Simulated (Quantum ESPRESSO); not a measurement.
## CH2 on Zr(0001), fcc start, 2x2 cell: photoemission fingerprints

What would XPS and UPS show for CH2 on Zr(0001), fcc start, 2x2 cell?

Main program and level: Quantum ESPRESSO 7.5; DFT, PBE, plane waves, ultrasoft GBRV pseudopotentials, scalar-relativistic.

### Step 1. Starting point

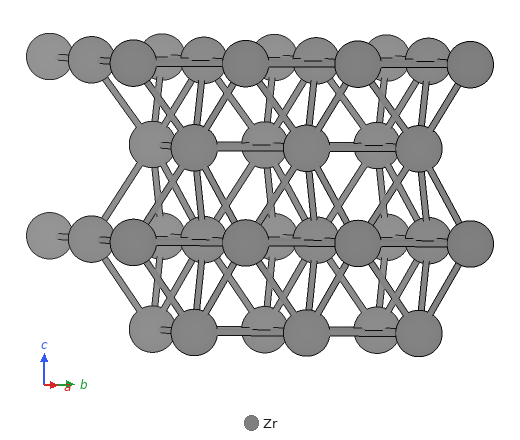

The cell as given, from the side, with the c axis up (zirconium grey). 2×3×1 cells are drawn. Some periodic images of atoms are drawn too.

The cell holds 4 atoms: 4 Zr. Cell: a = 3.230 Å, b = 3.230 Å, c = 22.755 Å, α = 90.0°, β = 90.0°, γ = 60.0°. It derives from Zr. Vacuum lies along c.

As a file:

```
Zr
1.0
     3.23000    0.00000    0.00000
     1.61500    2.79726    0.00000
     0.00000    0.00000   22.75500
Zr
4
Direct
  0.00000 0.00000 0.66751
  0.66667 0.66667 0.56063
  0.00000 0.00000 0.44320
  0.66667 0.66667 0.32960
```

### Step 2. The clean face: planar potential

pp.x writes the bare plus Hartree potential and average.x takes its planar mean, whose flat part in the vacuum is the vacuum level.

Input file pp.in:

```
&inputpp
  prefix = 'pes'
  outdir = './tmp'
  filplot = 'v.dat'
  plot_num = 11
/
```

Input file average.in:

```
1
v.dat
1.0
400
3
3.779
```

Run with:

```sh
$ OMP_NUM_THREADS=1 pp.x -in pp.in > pp.out
$ OMP_NUM_THREADS=1 average.x < average.in > average.out
```

The program printed:

```text
Program POST-PROC v.7.5 starts

     This program is part of the open-source Quantum ESPRESSO suite
     for quantum simulation of materials; please cite
         "P. Giannozzi et al., J. Phys.:Condens. Matter 21 395502 (2009);
         "P. Giannozzi et al., J. Phys.:Condens. Matter 29 465901 (2017);
         "P. Giannozzi et al., J. Chem. Phys. 152 154105 (2020);
          URL
     in publications or presentations arising from this work. More details at

     Parallel version (MPI & OpenMP), running on       1 processor cores
     Number of MPI processes:                 1
     Threads/MPI process:                     1

     MPI processes distributed on     1 nodes
     186070 MiB available memory on the printing compute node when the environment starts

     ./tmp/pes.save/

     IMPORTANT: XC functional enforced from input :
     Exchange-correlation= PBE
                           (   1   4   3   4   0   0   0)
     Any further DFT definition will be discarded
     Please, verify this is what you really want

     G-vector sticks info
     --------------------
     sticks:   dense  smooth     PW     G-vecs:    dense   smooth      PW
     Sum         511     421    139                66367    47609    9093

     Using Slab Decomposition

     Check: negative core charge=   -0.000001

     negative rho (up, down):  2.405E-01 0.000E+00

     Adding external electric field

     Computed dipole along edir(3) :
        Dipole                0.0020 Ry au,          0.0050 Debye
        Dipole field          0.0000 Ry au,

        Potential amp.       -0.0015 Ry
        Total length         41.2807 bohr

     Calling punch_plot, plot_num =  11

     Adding external electric field

     Computed dipole along edir(3) :
        Dipole                0.0020 Ry au,          0.0050 Debye
        Dipole field          0.0000 Ry au,

        Potential amp.       -0.0015 Ry
        Total length         41.2807 bohr

     Writing data to file  v.dat
     Message from routine chdens:
     namelist plot not found or invalid, exiting

=------------------------------------------------------------------------------=
   JOB DONE.
=------------------------------------------------------------------------------=
```

Elapsed: 1.5 s, on 1 MPI rank of Arm Neoverse V2, shared host.

Numbers from this step:

- work function, upper face: 4.162 eV
- work function, lower face: 4.182 eV
- Fermi energy: 4.254 eV

The planar mean, electrostatic potential oscillates, so the rows of the table below give means over windows of 2 Å about each position, cut where the curve ends. Its maxima inside the range that stand out by 2 % of the span (Å: eV): 8.8: -0.0686, 11.4: 0.236, 14.0: -0.995. Its minima: 7.5: -26.8, 10.1: -26.6, 12.7: -26.6, 15.2: -26.8.

From the Fermi level. Planar mean, electrostatic potential against z; means over each step:

```csv
z (Å),"planar mean, electrostatic potential (eV)"
0,4.18
2,4.18
4,4.12
6,0.0540
8,-12.6
10,-13.9
12,-10.2
14,-8.76
16,-9.13
18,3.89
20,4.16
22,4.16
```

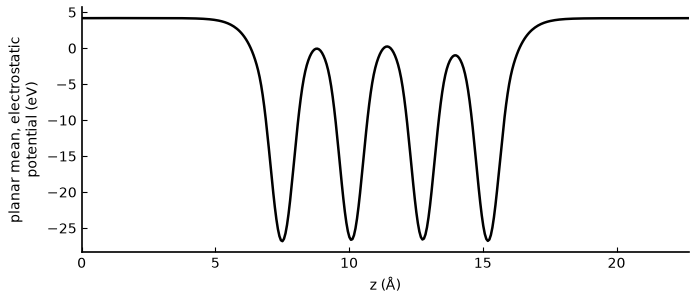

Planar mean, electrostatic potential, plotted against z.

### Step 3. Projected DOS and spectra

projwfc.x splits the states by atom and shell, which the spectra need, since each shell has its own cross section.

Input file projwfc.in:

```
&projwfc
  prefix = 'pes'
  outdir = './tmp'
  filpdos = 'pes'
  ngauss = 0
  degauss = 0.00735
  DeltaE = 0.05
  Emin = -25.75
  Emax = 16.25
/
```

Run with:

```sh
$ OMP_NUM_THREADS=1 mpirun -n 8 projwfc.x -in projwfc.in > projwfc.out
```

The program printed:

```text
[banner, memory and clock lines left out]
Program PROJWFC v.7.5 starts

          URL

     ./tmp/pes.save/

     IMPORTANT: XC functional enforced from input :
     Exchange-correlation= PBE
                           (   1   4   3   4   0   0   0)
     Any further DFT definition will be discarded
     Please, verify this is what you really want

     Check: negative core charge=   -0.000001

     negative rho (up, down):  2.405E-01 0.000E+00

     Adding external electric field

     Computed dipole along edir(3) :
        Dipole                0.0020 Ry au,          0.0050 Debye
        Dipole field          0.0000 Ry au,

        Potential amp.       -0.0015 Ry
        Total length         41.2807 bohr

     Gaussian broadening (read from input): ngauss,degauss=   0    0.007350

     Calling projwave ....
     one sub-group per band group will be used

     linear algebra parallelized on   4 procs

  Problem Sizes
  natomwfc =           52
  nx       =           26
  nbnd     =           36
  nkstot   =          164
  npwx     =          779
  nkb      =           72

     Atomic states used for projection
     (read from pseudopotential files):

     state #   1: atom   1 (Zr ), wfc  1 (l=0 m= 1)
     state #   2: atom   1 (Zr ), wfc  2 (l=1 m= 1)
     state #   3: atom   1 (Zr ), wfc  2 (l=1 m= 2)
     state #   4: atom   1 (Zr ), wfc  2 (l=1 m= 3)
     state #   5: atom   1 (Zr ), wfc  3 (l=2 m= 1)
     state #   6: atom   1 (Zr ), wfc  3 (l=2 m= 2)
     state #   7: atom   1 (Zr ), wfc  3 (l=2 m= 3)
     state #   8: atom   1 (Zr ), wfc  3 (l=2 m= 4)
     state #   9: atom   1 (Zr ), wfc  3 (l=2 m= 5)
     state #  10: atom   1 (Zr ), wfc  4 (l=0 m= 1)
     state #  11: atom   1 (Zr ), wfc  5 (l=1 m= 1)
     state #  12: atom   1 (Zr ), wfc  5 (l=1 m= 2)
     state #  13: atom   1 (Zr ), wfc  5 (l=1 m= 3)
     state #  14: atom   2 (Zr ), wfc  1 (l=0 m= 1)
     state #  15: atom   2 (Zr ), wfc  2 (l=1 m= 1)
     state #  16: atom   2 (Zr ), wfc  2 (l=1 m= 2)
[...]
state #  45: atom   4 (Zr ), wfc  3 (l=2 m= 2)
     state #  46: atom   4 (Zr ), wfc  3 (l=2 m= 3)
     state #  47: atom   4 (Zr ), wfc  3 (l=2 m= 4)
     state #  48: atom   4 (Zr ), wfc  3 (l=2 m= 5)
     state #  49: atom   4 (Zr ), wfc  4 (l=0 m= 1)
     state #  50: atom   4 (Zr ), wfc  5 (l=1 m= 1)
     state #  51: atom   4 (Zr ), wfc  5 (l=1 m= 2)
     state #  52: atom   4 (Zr ), wfc  5 (l=1 m= 3)

 k =   0.0000000000  0.0000000000  0.0000000000
==== e(   1) =   -44.79905 eV ====
     psi = 0.889*[#  40]+0.064*[#  37]+0.014*[#  36]+0.009*[#  27]+0.008*[#  49]
          +0.007*[#  44]+0.003*[#  23]+0.002*[#  24]+0.002*[#  31]
    |psi|^2 = 1.000
==== e(   2) =   -44.72260 eV ====
     psi = 0.861*[#   1]+0.071*[#  24]+0.024*[#  14]+0.019*[#  23]+0.008*[#  10]
          +0.006*[#   5]+0.004*[#  37]+0.003*[#  36]+0.002*[#  18]+0.001*[#  27]

    |psi|^2 = 1.000
==== e(   3) =   -44.46227 eV ====
     psi = 0.784*[#  27]+0.066*[#  14]+0.051*[#  24]+0.040*[#  50]+0.013*[#  49]
          +0.009*[#  40]+0.007*[#  23]+0.007*[#  37]+0.006*[#  31]+0.005*[#  10]
          +0.005*[#  11]+0.003*[#  44]+0.002*[#   1]+0.002*[#  36]
    |psi|^2 = 1.000
==== e(   4) =   -44.36021 eV ====
     psi = 0.772*[#  14]+0.076*[#  27]+0.044*[#  11]+0.039*[#  37]+0.024*[#   1]
          +0.011*[#  10]+0.011*[#  18]+0.006*[#  36]+0.005*[#  31]+0.005*[#   5]
          +0.003*[#  50]+0.002*[#  40]
    |psi|^2 = 1.000
==== e(   5) =   -23.08904 eV ====
     psi = 0.338*[#   2]+0.280*[#  41]+0.190*[#  15]+0.151*[#  28]+0.013*[#  24]
          +0.012*[#  37]+0.007*[#  11]+0.006*[#  50]
    |psi|^2 = 1.000
==== e(   6) =   -22.99878 eV ====
     psi = 0.484*[#  41]+0.347*[#   2]+0.075*[#  15]+0.059*[#  28]+0.007*[#  50]
          +0.006*[#  11]+0.006*[#  36]+0.005*[#  23]+0.004*[#  37]+0.003*[#  24]

    |psi|^2 = 1.000
==== e(   7) =   -22.51638 eV ====
     psi = 0.468*[#  28]+0.178*[#  41]+0.162*[#  15]+0.158*[#   2]+0.010*[#  23]
          +0.006*[#  49]+0.005*[#  36]+0.005*[#  24]+0.003*[#  37]+0.002*[#  10]

    |psi|^2 = 1.000
==== e(   8) =   -22.42241 eV ====
     psi = 0.946*[#  42]+0.039*[#  51]+0.013*[#  29]
    |psi|^2 = 1.000
==== e(   9) =   -22.42241 eV ====
     psi = 0.946*[#  43]+0.039*[#  52]+0.013*[#  30]
    |psi|^2 = 1.000
==== e(  10) =   -22.36078 eV ====
     psi = 0.915*[#   3]+0.037*[#  12]+0.031*[#  16]+0.015*[#   4]
    |psi|^2 = 1.000
==== e(  11) =   -22.36078 eV ====
     psi = 0.915*[#   4]+0.037*[#  13]+0.031*[#  17]+0.015*[#   3]
    |psi|^2 = 1.000
==== e(  12) =   -22.16818 eV ====
     psi = 0.528*[#  15]+0.279*[#  28]+0.129*[#   2]+0.031*[#  41]+0.012*[#  10]
          +0.006*[#  49]+0.005*[#  37]+0.003*[#  36]+0.002*[#  50]+0.002*[#  11]
          +0.002*[#  24]
    |psi|^2 = 1.000
==== e(  13) =   -22.12864 eV ====
     psi = 0.678*[#  30]+0.186*[#  29]+0.064*[#  17]+0.028*[#  39]+0.017*[#  16]
          +0.008*[#  43]+0.008*[#  38]+0.004*[#   4]+0.002*[#  42]+0.002*[#  26]
          +0.001*[#  52]
    |psi|^2 = 1.000
==== e(  14) =   -22.12864 eV ====
     psi = 0.678*[#  29]+0.186*[#  30]+0.064*[#  16]+0.028*[#  38]+0.017*[#  17]
          +0.008*[#  42]+0.008*[#  39]+0.004*[#   3]+0.002*[#  43]+0.002*[#  25]
          +0.001*[#  51]
    |psi|^2 = 1.000
==== e(  15) =   -22.03866 eV ====
     psi = 0.839*[#  16]+0.081*[#  29]+0.039*[#  25]+0.024*[#   3]+0.006*[#  17]
          +0.006*[#  38]+0.003*[#  12]
    |psi|^2 = 1.000
==== e(  16) =   -22.03866 eV ====
     psi = 0.839*[#  17]+0.081*[#  30]+0.039*[#  26]+0.024*[#   4]+0.006*[#  16]
          +0.006*[#  39]+0.003*[#  13]
    |psi|^2 = 1.000
[...]
psi = 0.276*[#  23]+0.274*[#  36]+0.152*[#  10]+0.140*[#  49]+0.037*[#  14]
          +0.034*[#  27]+0.024*[#  50]+0.023*[#  11]+0.012*[#   1]+0.010*[#  40]
          +0.005*[#  37]+0.005*[#  24]+0.003*[#   2]+0.002*[#  41]
[...]
psi = 0.249*[#  49]+0.227*[#  10]+0.122*[#  37]+0.114*[#  24]+0.071*[#  36]
          +0.068*[#  23]+0.029*[#   1]+0.028*[#  40]+0.020*[#  44]+0.020*[#   5]
          +0.015*[#  14]+0.014*[#  27]+0.005*[#  15]+0.005*[#  28]+0.004*[#  18]
          +0.004*[#  31]+0.002*[#  50]+0.002*[#   2]+0.002*[#  41]+0.001*[#  11]

[...]
psi = 0.150*[#  49]+0.144*[#  10]+0.116*[#  24]+0.113*[#   5]+0.104*[#  37]
          +0.100*[#  44]+0.042*[#  18]+0.036*[#  31]+0.034*[#  36]+0.032*[#  11]
          +0.029*[#  50]+0.029*[#  23]+0.018*[#   1]+0.017*[#  40]+0.011*[#  27]
          +0.010*[#  14]+0.007*[#  15]+0.006*[#  28]
[...]
psi = 0.243*[#  18]+0.225*[#  31]+0.113*[#   5]+0.102*[#  44]+0.069*[#  36]
[...]
+0.006*[#  41]+0.003*[#  10]
[...]
psi = 0.929*[#   3]+0.037*[#  12]+0.033*[#  16]
[...]
+0.001*[#  24]
[...]
+0.002*[#  25]+0.002*[#  51]
[...]
+0.003*[#  12]
[...]
+0.005*[#  37]+0.003*[#   2]+0.002*[#  41]
[...]
+0.001*[#  33]
[...]
+0.002*[#  39]+0.002*[#  26]+0.001*[#  20]
[...]
+0.002*[#  13]+0.002*[#  41]
[...]
+0.003*[#  15]+0.002*[#  13]+0.001*[#  27]
[...]
+0.001*[#  13]+0.001*[#  23]
[...]
+0.001*[#  15]+0.001*[#  47]+0.001*[#  49]+0.001*[#  34]
[...]
+0.003*[#  15]+0.002*[#  44]+0.002*[#  23]
[...]
+0.001*[#  26]+0.001*[#  39]+0.001*[#  47]
[...]
+0.031*[#  35]+0.008*[#   6]+0.002*[#  12]+0.001*[#  25]
[...]
+0.002*[#  28]+0.001*[#  26]
[...]
+0.001*[#  51]
[...]
+0.001*[#  33]
[...]
+0.002*[#  51]+0.001*[#  12]
[...]
+0.002*[#   5]+0.002*[#  44]+0.002*[#  37]+0.002*[#  24]
[...]
+0.051*[#  48]+0.012*[#  22]+0.003*[#  35]
[...]
+0.003*[#  38]+0.002*[#  25]+0.001*[#  20]+0.001*[#  21]
[...]
k =   0.0000000000  0.1283000598  0.0000000000
[...]
+0.007*[#  36]+0.005*[#  44]+0.002*[#  31]
[...]
+0.002*[#   1]
[...]
+0.003*[#  30]+0.003*[#  24]+0.002*[#  39]+0.001*[#  26]
[...]
+0.001*[#  23]
[...]
psi = 0.947*[#  42]+0.036*[#  51]+0.016*[#  29]
[...]
psi = 0.926*[#   3]+0.038*[#  16]+0.034*[#  12]
[...]
+0.003*[#  50]+0.001*[#  10]+0.001*[#  26]+0.001*[#  31]
[...]
+0.001*[#  31]+0.001*[#  49]
[...]
+0.002*[#  25]+0.002*[#  51]
[...]
+0.003*[#  12]
[...]
+0.001*[#   7]+0.001*[#  46]
[...]
+0.001*[#   1]+0.001*[#  40]
[...]
+0.001*[#  41]+0.001*[#  28]
[...]
+0.001*[#  51]
[...]
+0.002*[#  12]+0.002*[#  25]
[...]
k =   0.0000000000  0.1924500897  0.0000000000
[...]
psi = 0.946*[#  42]+0.032*[#  51]+0.019*[#  29]+0.001*[#  48]
[...]
psi = 0.922*[#   3]+0.044*[#  16]+0.030*[#  12]+0.001*[#   9]
[...]
k =   0.0000000000  0.2566001197  0.0000000000
[...]
psi = 0.946*[#  42]+0.028*[#  51]+0.023*[#  29]+0.002*[#  48]
[...]
psi = 0.917*[#   3]+0.052*[#  16]+0.026*[#  12]+0.002*[#   9]
[...]
k =   0.0000000000  0.3207501496  0.0000000000
[...]
psi = 0.946*[#  42]+0.027*[#  29]+0.023*[#  51]+0.002*[#  48]
[...]
psi = 0.913*[#   3]+0.060*[#  16]+0.021*[#  12]+0.002*[#   9]
[...]
k =   0.0000000000  0.3849001795  0.0000000000
[...]
psi = 0.946*[#  42]+0.031*[#  29]+0.019*[#  51]+0.001*[#  48]
[...]
k =   0.0000000000  0.4490502094  0.0000000000
[...]
psi = 0.946*[#  42]+0.034*[#  29]+0.016*[#  51]
[...]
+0.002*[#  44]+0.002*[#  14]+0.001*[#  33]+0.001*[#  43]
[...]
+0.001*[#  30]+0.001*[#  27]
[...]
+0.002*[#  51]+0.002*[#  12]
[...]
+0.004*[#  25]+0.003*[#   6]
[...]
psi = 0.536*[#  35]+0.234*[#  22]+0.059*[#  45]+0.050*[#   
[... cut ...]
000
[...]
+0.002*[#  52]+0.002*[#  14]+0.002*[#  28]+0.001*[#  41]
[...]
+0.002*[#  29]
[...]
+0.002*[#  50]
[...]
+0.001*[#  40]+0.001*[#  14]+0.001*[#  46]
[...]
+0.001*[#  29]
[...]
+0.001*[#  40]+0.001*[#  28]
[...]
+0.002*[#  10]+0.002*[#  15]+0.001*[#  28]+0.001*[#  29]
[...]
+0.001*[#   8]+0.001*[#  22]+0.001*[#  52]
[...]
+0.001*[#  37]+0.001*[#  49]
[...]
+0.001*[#  36]+0.001*[#  23]+0.001*[#  24]+0.001*[#  39]
[...]
+0.001*[#  23]
[...]
k =  -0.5000000000  0.6094252842  0.0000000000
[...]
+0.003*[#  47]+0.002*[#  32]+0.001*[#  44]
[...]
+0.002*[#  40]+0.002*[#  19]
[...]
+0.002*[#  21]+0.002*[#  32]+0.001*[#  36]
[...]
+0.002*[#  17]+0.001*[#  36]+0.001*[#  44]
[...]
+0.002*[#  19]+0.001*[#  17]
[...]
+0.001*[#  18]+0.001*[#  22]+0.001*[#  32]+0.001*[#  35]
[...]
+0.001*[#  36]+0.001*[#  15]+0.001*[#  19]+0.001*[#  22]
[...]
+0.002*[#  25]+0.002*[#  38]+0.001*[#  50]
[...]
+0.001*[#  32]
[...]
+0.001*[#  32]+0.001*[#  18]+0.001*[#  23]+0.001*[#  48]
    |psi|^2 = 1.000
==== e(  12) =   -22.51959 eV ====
     psi = 0.340*[#  16]+0.178*[#   2]+0.163*[#  28]+0.125*[#   4]+0.041*[#  29]
[...]
+0.001*[#  21]+0.001*[#  31]+0.001*[#  50]
    |psi|^2 = 1.000
==== e(  13) =   -22.44284 eV ====
     psi = 0.476*[#  30]+0.128*[#  28]+0.122*[#  17]+0.073*[#  15]+0.066*[#  16]
[...]
+0.001*[#  37]
    |psi|^2 = 1.000
==== e(  14) =   -22.35093 eV ====
     psi = 0.346*[#  30]+0.253*[#  28]+0.159*[#  17]+0.116*[#  16]+0.027*[#  41]
[...]
+0.002*[#  26]+0.001*[#  29]+0.001*[#  50]+0.001*[#  52]
    |psi|^2 = 1.000
==== e(  15) =   -22.26461 eV ====
     psi = 0.577*[#  17]+0.179*[#  28]+0.071*[#   2]+0.063*[#  16]+0.022*[#  15]
[...]
+0.001*[#   3]+0.001*[#  10]
    |psi|^2 = 1.000
==== e(  16) =   -22.22341 eV ====
     psi = 0.654*[#  15]+0.108*[#  28]+0.061*[#  30]+0.046*[#   3]+0.033*[#   4]
[...]
+0.002*[#  43]+0.001*[#  11]+0.001*[#  38]
    |psi|^2 = 1.000
==== e(  17) =     2.18487 eV ====
     psi = 0.095*[#   6]+0.086*[#  25]+0.085*[#  19]+0.084*[#  38]+0.069*[#  32]
[...]
+0.001*[#  33]
    |psi|^2 = 0.999
==== e(  18) =     2.26767 eV ====
     psi = 0.250*[#  19]+0.155*[#  32]+0.068*[#   6]+0.048*[#   9]+0.039*[#  12]
[...]
+0.020*[#  23]+0.020*[#  10]+0.020*[#  48]+0.019*[#  31]+0.019*[#  51]
          +0.017*[#  20]+0.017*[#  22]+0.016*[#  36]+0.015*[#  33]+0.012*[#  21]
          +0.013*[#  47]+0.012*[#   7]+0.011*[#  35]+0.011*[#  24]+0.010*[#  49]
          +0.009*[#  34]+0.007*[#  37]+0.007*[#  11]+0.005*[#   5]+0.004*[#   1]
          +0.004*[#  14]+0.004*[#  46]+0.004*[#  50]+0.004*[#   3]+0.004*[#  44]
          +0.003*[#  13]+0.003*[#  26]+0.003*[#  27]+0.003*[#  16]+0.002*[#  39]
          +0.002*[#  40]+0.002*[#  29]+0.001*[#  42]+0.001*[#  52]+0.001*[#   2]
          +0.001*[#  15]
    |psi|^2 = 0.999
==== e(  19) =     2.44216 eV ====
     psi = 0.210*[#  32]+0.140*[#  45]+0.098*[#  19]+0.074*[#   6]+0.055*[#  51]
          +0.038*[#  38]+0.030*[#  47]+0.028*[#  20]+0.024*[#  49]+0.022*[#   9]
          +0.022*[#  12]+0.021*[#  33]+0.021*[#  25]+0.021*[#  48]+0.017
```

Elapsed: 3.2 s, on 8 MPI ranks.

This step gave:

```yaml
zero_of_energy: Fermi level
share_of_occupied_states_in_no_projected_shell: 0.0011 of the occupied states in the window
dos_at_the_fermi_level: 7.381 states/eV/cell
```

The DOS has structure finer than the step of the table below, so its rows give means over 2.5 eV, whole bins alone (the curve runs from -29.1 to 2.77 eV). Peaks (eV: height): total -27.23: 27.1, -26.83: 27.7, -0.83: 8.29, 0.87: 9.7; Zr 4d -0.83: 6.78, 0.37: 6.75, 0.87: 8.30, 1.67: 6.50; Zr 5p -0.73: 1.22, -0.03: 1.36, 0.67: 1.43, 1.37: 1.14; Zr 5s -4.23: 0.465, -3.83: 0.486, -2.73: 0.744, -2.23: 0.688; Zr 4p -27.23: 26.4, -26.83: 26.9.

Table of DOS by E, zero at the Fermi level; means over each step; values in states/eV/cell:

```
E (eV)   total    Zr 4d    Zr 5p   Zr 5s   Zr 4p
 -27.5    9.51   0.0701    0.173  0.0366    9.23
 -25.0  0.0919   2.8e-4  0.00327  1.5e-4  0.0883
 -22.5       0        0        0       0       0
 -20.0       0        0        0       0       0
 -17.5       0        0        0       0       0
 -15.0       0        0        0       0       0
 -12.5       0        0        0       0       0
 -10.0       0        0        0       0       0
  -7.5       0        0        0       0       0
  -5.0   0.260  0.00887   0.0894   0.162       0
  -2.5    3.24     2.17    0.612   0.459       0
   0.0    6.58     5.36     1.05   0.135       0
```

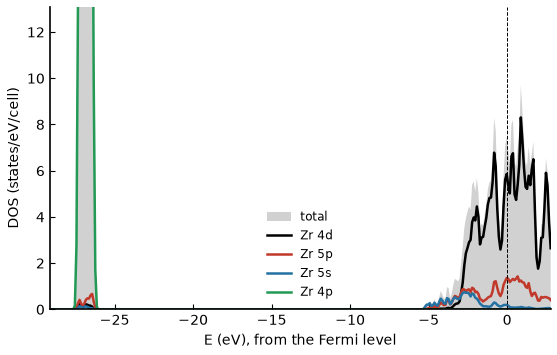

DOS, plotted against E. The peaks of deep states run off the scale.

[end of part 1 of 7]

[Logs are printed without paths, hosts, clocks, repeated set-up lines and the standing remarks that a program may print on its own settings, such as how far it seeks lower states.]

[Hosts, paths, dates, database ids (printed as entryN), source tags and the programs' standing remarks are cut or masked in the printed files.]

[Maps of the electrostatic potential energy from Ansatz leave out the sawtooth potential of an applied field or a dipole correction, so their vacuum need not be flat; work functions include it.]
